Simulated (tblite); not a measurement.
**C$_{3}$H$_{8}$BCl$_{2}$Ga: geometry relaxation (part 4 of 4)**

C$_{3}$H$_{8}$BCl$_{2}$Ga, SMILES C=C(C)[BH-]1[Cl+][GaH2-][Cl+]1; GFN2-xTB geometry optimisation, gas phase (tblite 0.8.0). It belongs to a series of runs on one base structure; here: Ga replaced by B.

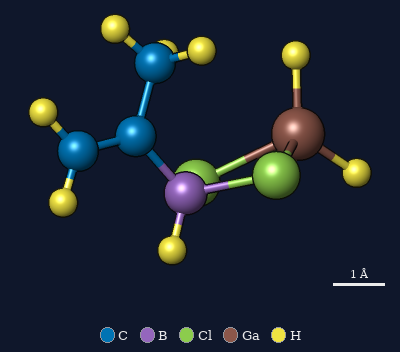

Fig. 1: The geometry at step 153 of the log (ball-and-stick view, seen at a tilt).

Trajectory as extended XYZ, continued
```
15
Properties=species:S:1:pos:R:3:forces:R:3 step=137 energy=-602.20437
C    -2.2819   -0.6960    0.2712    0.0030  -0.0050  -0.0020
C    -1.0709   -0.2003    0.0398    0.0040   0.0000   0.0010
C    -0.8788    0.8590   -1.0131   -0.0100  -0.0110  -0.0150
B     0.2113   -0.7121    0.8253   -0.0050  -0.0080  -0.0040
Cl    1.2982    0.7566    1.3608   -0.0020  -0.0020  -0.0130
Ga    2.7035    0.2739   -0.3449   -0.0090  -0.0110   0.0090
Cl    1.3946   -1.5675   -0.4216    0.0040   0.0000   0.0010
H    -3.1544   -0.3679   -0.2727    0.0130  -0.0090   0.0020
H    -2.4456   -1.4545    1.0176   -0.0030   0.0230  -0.0020
H    -1.7743    0.9765   -1.6189    0.0110   0.0180   0.0060
H    -0.6510    1.8197   -0.5458   -0.0010  -0.0080   0.0050
H    -0.0430    0.6021   -1.6746   -0.0040   0.0010   0.0040
H     0.0442   -1.4296    1.7417    0.0120   0.0030   0.0010
H     4.1280   -0.0593    0.1725    0.0050   0.0010   0.0070
H     2.5158    1.2074   -1.5705   -0.0170   0.0060   0.0000
15
Properties=species:S:1:pos:R:3:forces:R:3 step=140 energy=-602.20475
C    -2.2829   -0.6939    0.2727    0.0000   0.0120   0.0060
C    -1.0710   -0.2025    0.0371   -0.0080  -0.0020   0.0060
C    -0.8767    0.8548   -1.0175   -0.0030  -0.0050   0.0110
B     0.2105   -0.7156    0.8222    0.0110  -0.0180  -0.0090
Cl    1.2954    0.7503    1.3645   -0.0010   0.0010  -0.0120
Ga    2.7029    0.2772   -0.3425    0.0080  -0.0110   0.0170
Cl    1.3982   -1.5685   -0.4270    0.0040   0.0190   0.0100
H    -3.1560   -0.3647   -0.2682   -0.0010   0.0070  -0.0190
H    -2.4511   -1.4465    1.0236    0.0160   0.0030   0.0030
H    -1.7783    0.9912   -1.6092   -0.0060   0.0120   0.0000
H    -0.6231    1.8103   -0.5514   -0.0010  -0.0210  -0.0070
H    -0.0571    0.5820   -1.6916    0.0110   0.0050  -0.0060
H     0.0441   -1.4369    1.7355    0.0070  -0.0010   0.0030
H     4.1302   -0.0454    0.1831   -0.0250   0.0030  -0.0120
H     2.5105    1.2162   -1.5646   -0.0120  -0.0040   0.0070
15
Properties=species:S:1:pos:R:3:forces:R:3 step=144 energy=-602.20528
C    -2.2850   -0.6888    0.2717    0.0030   0.0100  -0.0010
C    -1.0701   -0.2041    0.0380    0.0010  -0.0060  -0.0170
C    -0.8691    0.8482   -1.0207    0.0130   0.0030  -0.0100
B     0.2095   -0.7234    0.8238    0.0040   0.0040   0.0020
Cl    1.2930    0.7408    1.3744    0.0020   0.0130   0.0070
Ga    2.6978    0.2821   -0.3368   -0.0130   0.0180  -0.0120
Cl    1.4008   -1.5673   -0.4248    0.0040  -0.0040   0.0060
H    -3.1542   -0.3605   -0.2767    0.0050   0.0100   0.0010
H    -2.4578   -1.4359    1.0268    0.0070  -0.0060   0.0020
H    -1.7760    1.0059   -1.6005    0.0180  -0.0090   0.0130
H    -0.5885    1.7988   -0.5598   -0.0020  -0.0190   0.0010
H    -0.0630    0.5592   -1.7061   -0.0230   0.0040   0.0100
H     0.0442   -1.4469    1.7361   -0.0060   0.0000  -0.0120
H     4.1317   -0.0221    0.1771   -0.0140  -0.0080  -0.0040
H     2.4823    1.2220   -1.5557    0.0020  -0.0100   0.0140
15
Properties=species:S:1:pos:R:3:forces:R:3 step=147 energy=-602.20581
C    -2.2899   -0.6763    0.2806    0.0230  -0.0240  -0.0150
C    -1.0698   -0.2100    0.0349   -0.0010   0.0080  -0.0050
C    -0.8609    0.8327   -1.0319   -0.0100   0.0020  -0.0060
B     0.2095   -0.7321    0.8195   -0.0020  -0.0020   0.0010
Cl    1.2864    0.7329    1.3879   -0.0020  -0.0050   0.0080
Ga    2.6919    0.2947   -0.3283   -0.0160   0.0270  -0.0070
Cl    1.4064   -1.5606   -0.4326    0.0070  -0.0040   0.0090
H    -3.1563   -0.3448   -0.2716    0.0150   0.0040   0.0330
H    -2.4658   -1.4178    1.0421    0.0010   0.0290  -0.0280
H    -1.7762    1.0172   -1.5901    0.0140  -0.0020   0.0150
H    -0.5387    1.7742   -0.5790   -0.0050  -0.0120  -0.0120
H    -0.0832    0.5174   -1.7371   -0.0080  -0.0020   0.0120
H     0.0445   -1.4641    1.7248   -0.0060   0.0000  -0.0060
H     4.1285   -0.0122    0.1744   -0.0090  -0.0100   0.0010
H     2.4690    1.2567   -1.5271   -0.0020  -0.0110   0.0000
15
Properties=species:S:1:pos:R:3:forces:R:3 step=150 energy=-602.20632
C    -2.2898   -0.6603    0.2891   -0.0040   0.0110   0.0020
C    -1.0646   -0.2179    0.0289    0.0220   0.0070   0.0040
C    -0.8465    0.8095   -1.0497    0.0020   0.0090   0.0240
B     0.2089   -0.7486    0.8145    0.0300  -0.0120   0.0050
Cl    1.2800    0.7125    1.4138   -0.0130  -0.0220   0.0030
Ga    2.6783    0.3159   -0.3200   -0.0070   0.0000   0.0400
Cl    1.4160   -1.5558   -0.4393    0.0170   0.0050   0.0070
H    -3.1540   -0.3183   -0.2582   -0.0160   0.0120   0.0030
H    -2.4765   -1.3816    1.0657    0.0100  -0.0160  -0.0120
H    -1.7690    1.0265   -1.5796   -0.0420   0.0040  -0.0300
H    -0.4780    1.7393   -0.6102    0.0130   0.0310   0.0080
H    -0.1018    0.4669   -1.7751    0.0110  -0.0320  -0.0090
H     0.0382   -1.4937    1.7077   -0.0030   0.0020   0.0010
H     4.1219    0.0086    0.1652   -0.0180  -0.0040  -0.0050
H     2.4326    1.3051   -1.4861   -0.0010   0.0060  -0.0400
15
Properties=species:S:1:pos:R:3:forces:R:3 step=153 energy=-602.20726
C    -2.2901   -0.6505    0.2931    0.0070   0.0190  -0.0070
C    -1.0615   -0.2181    0.0296   -0.0060  -0.0030  -0.0010
C    -0.8400    0.8024   -1.0557    0.0150   0.0000  -0.0190
B     0.2107   -0.7604    0.8121   -0.0040   0.0150   0.0050
Cl    1.2754    0.6985    1.4312   -0.0040  -0.0140   0.0040
Ga    2.6699    0.3304   -0.3107   -0.0170   0.0060   0.0170
Cl    1.4242   -1.5515   -0.4411    0.0080  -0.0050   0.0040
H    -3.1535   -0.3043   -0.2537    0.0010   0.0180   0.0110
H    -2.4819   -1.3686    1.0712    0.0160  -0.0230  -0.0060
H    -1.7689    1.0337   -1.5739    0.0480  -0.0030   0.0130
H    -0.4425    1.7293   -0.6292   -0.0160  -0.0370  -0.0200
H    -0.1133    0.4333   -1.7900   -0.0430   0.0230   0.0230
H     0.0355   -1.5126    1.6987   -0.0010   0.0030  -0.0040
H     4.1171    0.0272    0.1612   -0.0010  -0.0050   0.0070
H     2.4145    1.3193   -1.4759   -0.0030   0.0070  -0.0280
15
Properties=species:S:1:pos:R:3:forces:R:3 step=156 energy=-602.20825
C    -2.2869   -0.6349    0.2978   -0.0220   0.0080   0.0120
C    -1.0530   -0.2249    0.0257   -0.0090  -0.0080  -0.0030
C    -0.8240    0.7881   -1.0647   -0.0260  -0.0350  -0.0030
B     0.2140   -0.7802    0.8082   -0.0310   0.0210   0.0020
Cl    1.2612    0.6803    1.4556    0.0090  -0.0100   0.0030
Ga    2.6453    0.3553   -0.3005    0.0060  -0.0070  -0.0030
Cl    1.4418   -1.5535   -0.4360   -0.0050   0.0050  -0.0080
H    -3.1482   -0.2712   -0.2409    0.0030   0.0100   0.0040
H    -2.4867   -1.3497    1.0771    0.0160  -0.0210  -0.0040
H    -1.7545    1.0445   -1.5658    0.0020   0.0090   0.0120
H    -0.3911    1.7030   -0.6513    0.0120   0.0160   0.0060
H    -0.1294    0.3941   -1.8124    0.0340  -0.0030  -0.0330
H     0.0293   -1.5414    1.6846    0.0030   0.0010   0.0100
H     4.0971    0.0606    0.1587    0.0170   0.0020   0.0160
H     2.3805    1.3379   -1.4693   -0.0100   0.0110  -0.0130
15
Properties=species:S:1:pos:R:3:forces:R:3 step=160 energy=-602.20901
C    -2.2908   -0.6234    0.3076    0.0040   0.0050   0.0000
C    -1.0542   -0.2324    0.0195    0.0020   0.0070  -0.0010
C    -0.8197    0.7739   -1.0760    0.0040   0.0220  -0.0130
B     0.2123   -0.7914    0.7991    0.0010  -0.0110  -0.0030
Cl    1.2528    0.6636    1.4657    0.0020   0.0070   0.0040
Ga    2.6421    0.3675   -0.2916    0.0080   0.0020  -0.0120
Cl    1.4497   -1.5471   -0.4498   -0.0060   0.0110  -0.0020
H    -3.1529   -0.2493   -0.2226    0.0030   0.0010   0.0070
H    -2.4881   -1.3348    1.0907    0.0010  -0.0090  -0.0070
H    -1.7539    1.0645   -1.5512    0.0060  -0.0080   0.0030
H    -0.3468    1.6752   -0.6714   -0.0030  -0.0210  -0.0090
H    -0.1555    0.3632   -1.8445   -0.0110  -0.0020   0.0180
H     0.0330   -1.5630    1.6676   -0.0140  -0.0020   0.0050
H     4.0935    0.0855    0.1811    0.0060   0.0020   0.0020
H     2.3742    1.3561   -1.4575   -0.0030  -0.0050   0.0070
15
Properties=species:S:1:pos:R:3:forces:R:3 step=163 energy=-602.20921
C    -2.2912   -0.6181    0.3111    0.0080   0.0020  -0.0010
C    -1.0540   -0.2327    0.0178    0.0090   0.0040   0.0060
C    -0.8190    0.7696   -1.0811    0.0090   0.0040   0.0030
B     0.2118   -0.7965    0.7956    0.0010  -0.0020   0.0010
Cl    1.2524    0.6558    1.4746   -0.0050   0.0040  -0.0100
Ga    2.6422    0.3738   -0.2866    0.0090  -0.0030   0.0000
Cl    1.4529   -1.5415   -0.4541   -0.0090   0.0000   0.0010
H    -3.1543   -0.2394   -0.2142    0.0010  -0.0010   0.0010
H    -2.4874   -1.3310    1.0928   -0.0040  -0.0060   0.0030
H    -1.7550    1.0697   -1.5458    0.0050  -0.0010  -0.0090
H    -0.3297    1.6650   -0.6842   -0.0010  -0.0060   0.0000
H    -0.1676    0.3474   -1.8538   -0.0140   0.0020   0.0040
H     0.0287   -1.5712    1.6609   -0.0030  -0.0030  -0.0030
H     4.0956    0.0928    0.1831   -0.0020   0.0030   0.0000
H     2.3701    1.3642   -1.4492   -0.0030   0.0010   0.0040
15
Properties=species:S:1:pos:R:3:forces:R:3 step=166 energy=-602.20929
C    -2.2915   -0.6144    0.3144    0.0000  -0.0030  -0.0020
C    -1.0538   -0.2338    0.0173   -0.0040   0.0040   0.0030
C    -0.8182    0.7656   -1.0839    0.0010   0.0060   0.0010
B     0.2120   -0.7995    0.7929    0.0020  -0.0010   0.0030
Cl    1.2501    0.6533    1.4765   -0.0010  -0.0020  -0.0070
Ga    2.6435    0.3767   -0.2835   -0.0030  -0.0010   0.0020
Cl    1.4531   -1.5380   -0.4589    0.0020  -0.0020   0.0010
H    -3.1543   -0.2332   -0.2092   -0.0010   0.0000   0.0000
H    -2.4890   -1.3267    1.0967    0.0010   0.0000   0.0020
H    -1.7542    1.0736   -1.5439    0.0030   0.0000   0.0020
H    -0.3179    1.6565   -0.6905   -0.0010  -0.0010  -0.0060
H    -0.1773    0.3367   -1.8610    0.0000   0.0010   0.0000
H     0.0283   -1.5772    1.6553    0.0020  -0.0010  -0.0010
H     4.0967    0.0971    0.1865   -0.0010   0.0010   0.0000
H     2.3682    1.3714   -1.4417    0.0010   0.0000   0.0020
```

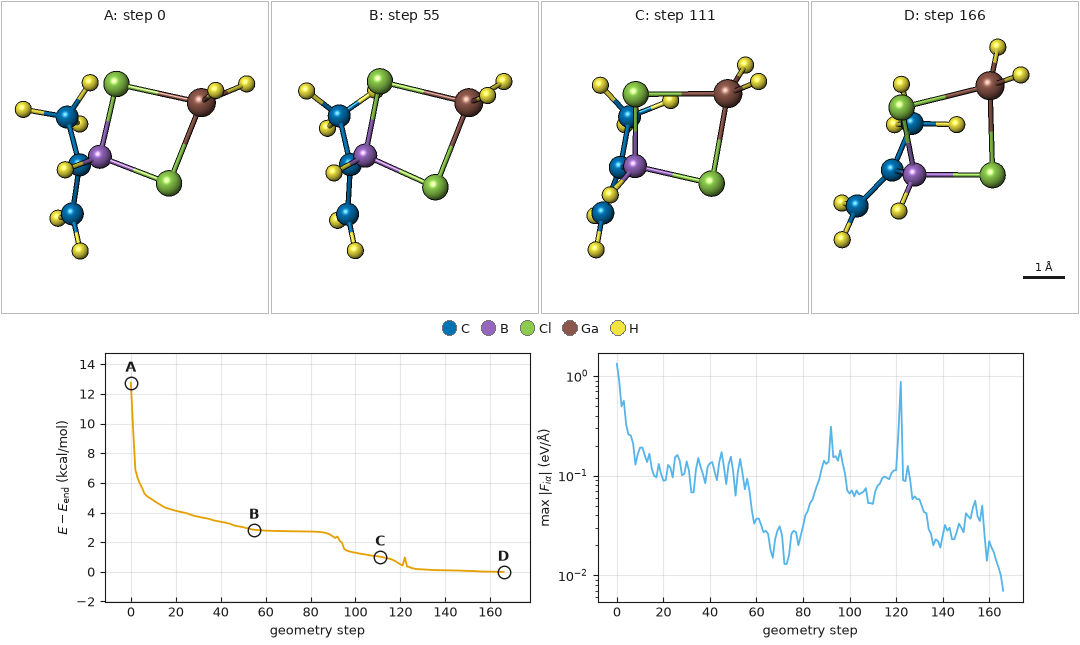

Fig. 2: Frames of the relaxation (ball-and-stick view, seen at a tilt) above the curves, on which the letters mark them (steps are counted from 0).

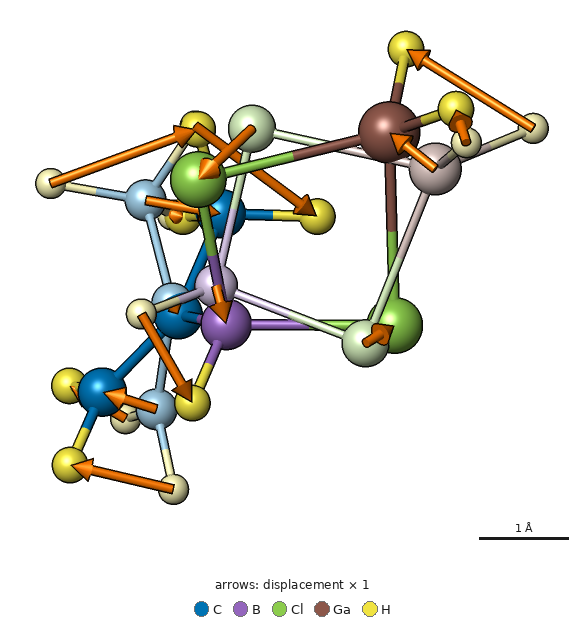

Fig. 3: Start (faint) and end (solid) with the displacements as orange arrows, at true length (ball-and-stick view, seen at a tilt). The two geometries are laid on each other by the best rigid fit. The energy falls by 12.8 kcal/mol in 166 geometry steps. Largest force component: 1.3 eV/Å at the start, 0.007 eV/Å at the end. The largest move after the best rigid fit is that of H11, 1.83 Å. Largest moves by element: H 1.83 Å, Cl 1.08 Å, C 0.88 Å, Ga 0.69 Å, B 0.46 Å. Among the contacts that change: Ga6–Cl7 2.173 → 2.261 Å, Cl5–Ga6 2.180 → 2.262 Å, Ga6–H14 1.616 → 1.553 Å, B4–Cl5 1.853 → 1.912 Å. Among the angles that change: C2–B4–H13 111.0° → 118.0°, Cl7–B4–H13 115.7° → 109.0°, C2–C3–H12 105.0° → 110.5°. (Atoms are counted from 1 in the order of the input.)

This output came from the following input.

Input file
```
{"job": {"kind": "relax", "xc": "GFN2-xTB", "basis": "xTB"}, "charge": 0, "multiplicity": 1}
C     -2.038000    -0.971600    -0.102000
C     -1.081200    -0.062000     0.019900
C     -1.355500     1.277300    -0.581500
B      0.278100    -0.359300     0.759700
Cl     1.474000     1.028600     0.480900
Ga     2.920700    -0.285600    -0.483700
Cl     1.314100    -1.673800    -0.022300
H     -2.967200    -0.735300    -0.610200
H     -1.922300    -1.973500     0.312600
H     -1.906200     1.206100    -1.538700
H     -1.885700     1.845500     0.195000
H     -0.359200     1.730900    -0.736700
H      0.109900    -0.464100     1.941300
H      4.271000    -0.449900     0.388600
H      3.143200    -0.105200    -2.056000
```

The first line tells a small driver script what to run in tblite; the rest is the geometry in Å.

Command:
```bash
OMP_NUM_THREADS=1 python <driver script> task.json out
```

Summary

- outcome: converged
- total energy: −602.2093 eV
- hardware: 1 CPU thread, shared host
- wall time: 1.1 s
- peak memory: 0.18 GiB
